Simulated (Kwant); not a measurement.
Model system: six-terminal Hall bar in a GaN two-dimensional gas. Effective mass 0.22 mₑ, grid spacing 12 nm, hard walls, nominal width 300 nm (25 grid rows, so walls 312 nm apart), one parabolic valley, scattering region 780 nm long along x; energies count from the band bottom; Fermi energy 0.000338 eV. Four side probes 150 nm wide, two on each edge; current runs along x; the sign of the Hall resistance is a convention. Perpendicular field swept from 0.053527 to 1.0919 T, also in the leads; orbital effect alone.

Constants are typed, rounded textbook-type inputs, not results; the design itself was drawn at random and stands for no fabricated device.

Model: effective-mass tight-binding model on a square grid, one spin, coherent transport at 0 K (Kwant). Resistances are in h/e².

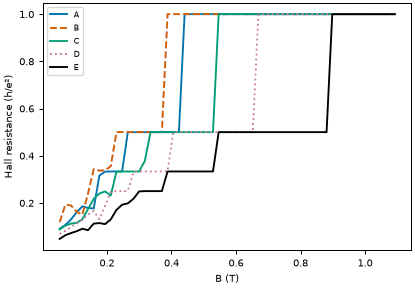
*Hall resistance (h/e²) of 5 runs*

| B (T) | A | B | C | D | E |
|---|---|---|---|---|---|
| 0.05353 | 0.091 | 0.12 | 0.088 | 0.068 | 0.048 |
| 0.1063 | 0.16 | 0.16 | 0.12 | 0.11 | 0.080 |
| 0.1591 | 0.18 | 0.34 | 0.22 | 0.17 | 0.11 |
| 0.2295 | 0.33 | 0.50 | 0.33 | 0.25 | 0.17 |
| 0.2823 | 0.50 | 0.50 | 0.33 | 0.33 | 0.22 |
| 0.3527 | 0.50 | 0.50 | 0.50 | 0.33 | 0.25 |
| 0.4055 | 0.50 | 1.00 | 0.50 | 0.50 | 0.33 |
| 0.4759 | 1.00 | 1.00 | 0.50 | 0.50 | 0.33 |
| 0.5287 | 1.00 | 1.00 | 0.50 | 0.50 | 0.33 |
| 0.5991 | 1.00 | 1.00 | 1.00 | 0.50 | 0.50 |
| 0.6519 | 1.00 | 1.00 | 1.00 | 0.50 | 0.50 |
| 0.7223 | 1.00 | 1.00 | 1.00 | 1.00 | 0.50 |
| 0.7751 | 1.00 | 1.00 | 1.00 | 1.00 | 0.50 |
| 0.8455 | 1.00 | 1.00 | 1.00 | 1.00 | 0.50 |
| 0.8983 | 1.00 | 1.00 | 1.00 | 1.00 | 1.00 |
| 0.9687 | 1.00 | 1.00 | 1.00 | 1.00 | 1.00 |
| 1.022 | 1.00 | 1.00 | 1.00 | 1.00 | 1.00 |
| 1.092 | 1.00 | 1.00 | 1.00 | 1.00 | 1.00 |

Task: Column A is the base. The others each differ by one change: Fermi energy 0.000338 → 0.00029 eV; Fermi energy 0.000338 → 0.00041 eV; Fermi energy 0.000338 → 0.00051 eV; Fermi energy 0.000338 → 0.00068 eV. Which is which?

Result: B: Fermi energy 0.000338 → 0.00029 eV; C: Fermi energy 0.000338 → 0.00041 eV; D: Fermi energy 0.000338 → 0.00051 eV; E: Fermi energy 0.000338 → 0.00068 eV.
